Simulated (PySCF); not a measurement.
**C3H9Ga, SMILES `C[Ga](C)C`: what the electrons do**

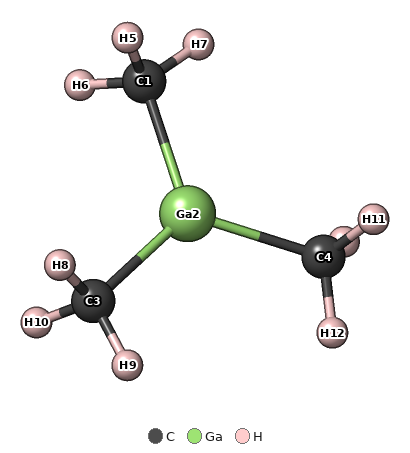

The molecule, with its atoms numbered as below. No frequency check shows the geometry to be a minimum.

Cartesian coordinates (Å):

```
C1       0.6383    1.9379   -0.0015
Ga2     -0.0057   -0.0042    0.0020
C3       1.3837   -1.5064   -0.0028
C4      -2.0087   -0.4218   -0.0009
H5       1.1643    2.1744   -0.9311
H6       1.3396    2.1205    0.8181
H7      -0.1918    2.6418    0.1011
H8       2.1164   -1.3603   -0.8017
H9       0.9220   -2.4875   -0.1419
H10      1.9375   -1.5284    0.9405
H11     -2.4546   -0.1784   -0.9698
H12     -2.2012   -1.4795    0.1984
H13     -2.5357    0.1686    0.7540
```

### 1. Bonding charge

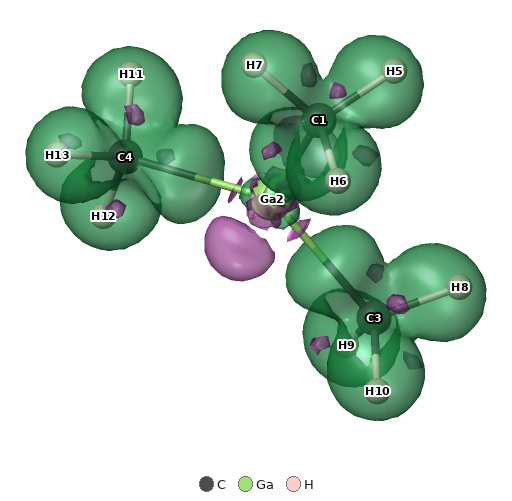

Deformation density (molecule less spherical, spin-averaged free atoms at the same positions), surfaces at ±0.07 e/Å³; green: gain, purple: loss.

Method: B3LYP/def2-SVPD; geometry: GFN2-xTB; program: PySCF.

Describe the bonding that the map shows.

Answer. The five largest and four smallest: C3–H9: +0.63 e/Å³ at the bond critical point (bond length 1.09 Å). C1–H7: +0.63 e/Å³ at the bond critical point (bond length 1.09 Å). C4–H12: +0.63 e/Å³ at the bond critical point (bond length 1.09 Å). C4–H13: +0.62 e/Å³ at the bond critical point (bond length 1.09 Å). C3–H8: +0.62 e/Å³ at the bond critical point (bond length 1.09 Å). C4–H11: +0.61 e/Å³ at the bond critical point (bond length 1.09 Å). C1–Ga2: +0.15 e/Å³ at the bond critical point (bond length 2.05 Å). Ga2–C3: +0.15 e/Å³ at the bond critical point (bond length 2.05 Å). Ga2–C4: +0.15 e/Å³ at the bond critical point (bond length 2.05 Å). In all, 2.6 electrons gather in the regions of gain relative to the promolecule. A small or negative value marks a very polar bond, one between electron-rich atoms, whose free-atom densities already overlap strongly, a long bond to a heavier atom, or a closed-shell contact such as a hydrogen bond.

### 2. Electrostatic potential

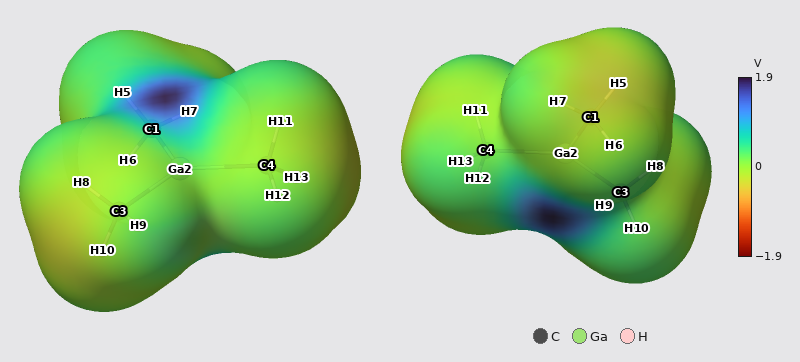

Electrostatic potential on the surface of electron density 0.001 a.u. (back view left, front view right).

Where are the extremes of the potential on the surface?

Answer. Highest: 1.87 V, over Ga2, off the plane of its three bonds (1.9 Å). Further maxima include 0.33 V, 1.4 Å from H13; 0.26 V, 1.4 Å from H12. Lowest: −0.37 V, near H7 (1.88 Å), H5 (1.90 Å), C1 (2.05 Å) and H6 (2.05 Å). The surface is sampled at points, so like sites can differ by a few per cent and only the strongest of them is named.

### 3. In an electric field

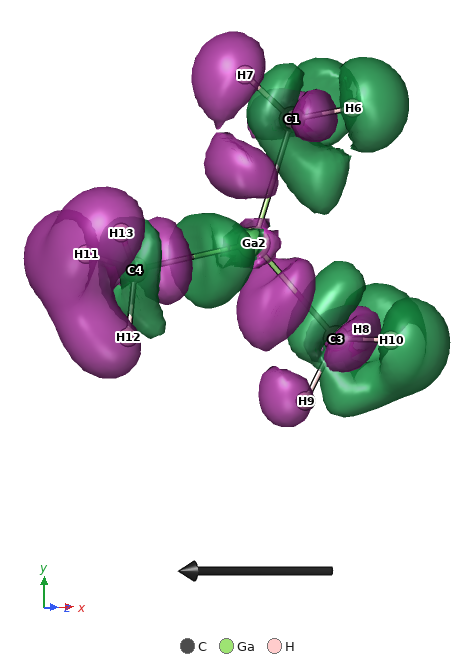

Change of the electron density in a uniform field of 0.21 V/Å along −x (arrow), surfaces at ±0.0015 e/Å³ (green: gain, purple: loss).

The field was applied in both directions; the picture shows the one opposite to the script's first.

What dipole is induced, and what polarisability does it imply?

Answer. The induced dipole is 0.81 D (along the field); α along this axis, from the fields in both directions, is 80 bohr³ (11.9 Å³).

The PySCF runs shown took 8.9 s and 22 s on 1 thread of AMD EPYC 9R45 96-Core Processor (Zen 5) (shared host).
